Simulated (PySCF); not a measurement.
# SiP (charge −1): what the fields show

```xyz
2

Si    0.0000    0.0000   -1.0629
P     0.0000    0.0000    0.9601
```

All numbers below come from PBE0/aug-cc-pVDZ-DK/X2C, spin-free X2C-1e, Gaussian nucleus, at a bond length of 2.023 Å (PySCF).

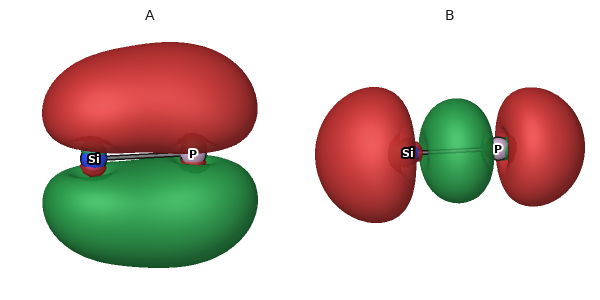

Figure 1. Two frontier orbitals, each drawn at the value that holds 80 % of its norm (green and red are the two phases), in no order; of a degenerate pair one member is drawn.

Q: Name the orbitals and rank them from lowest to highest energy.

A: Orbital B: σ, occupied, −1.22 eV; shared between the atoms (Si 55 %, P 45 %).
Orbital A: π, occupied, −1.12 eV; bonding, with no node between the atoms.

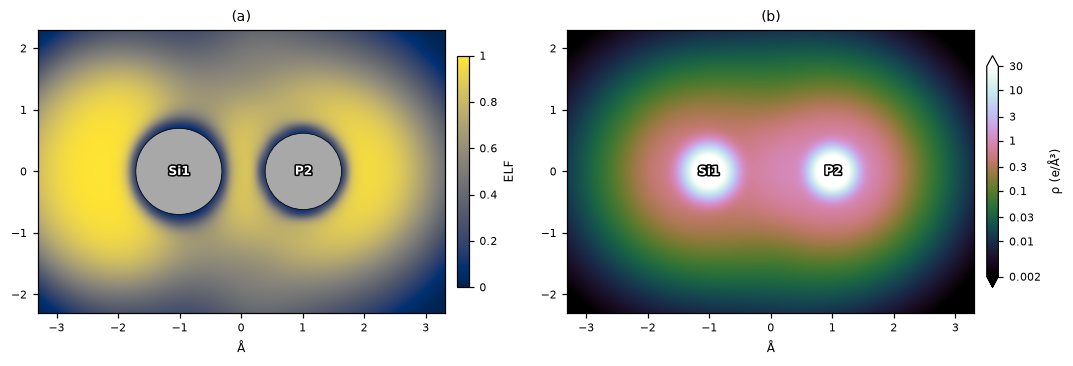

Figure 2. (a) ELF; (b) total electron density on a plane that holds the molecular axis. Grey discs cover the atomic cores in the ELF map.

Q: Read the bonding off the picture.

A:
- Atoms in the plane: Si and P.
- Si–P (2.02 Å): the density is about 0.88 e/Å³ at the midpoint; the ELF peaks at about 0.85 between the atoms, as expected for a covalent bond.
- The ELF also peaks beside Si1 and P2, away from the bonds: lone-pair regions.

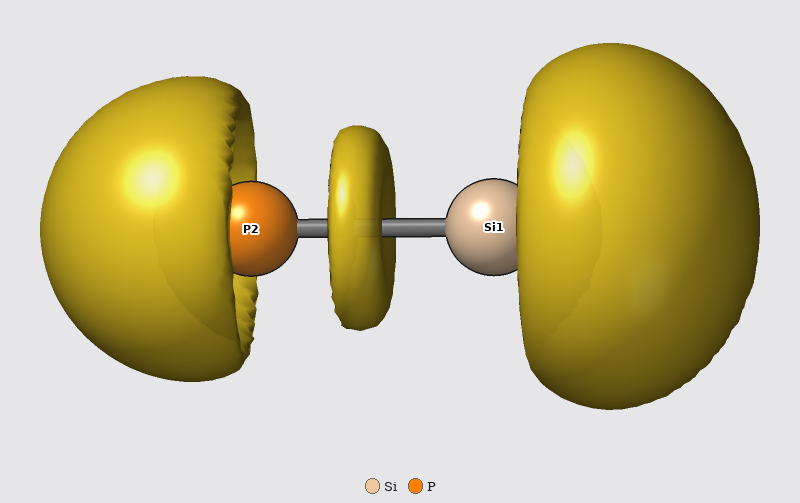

Figure 3. Isosurface of the electron localisation function at 0.8 (yellow), seen from one side. Core shells and regions of very low density are left out.

Q: What do the ELF domains correspond to?

A: The ELF exceeds this value in one region between bonded P–Si atoms (shared pairs), one lobe on P, pointing away from the bonds (lone pairs) and one lobe on Si, pointing away from the bonds (lone pairs).
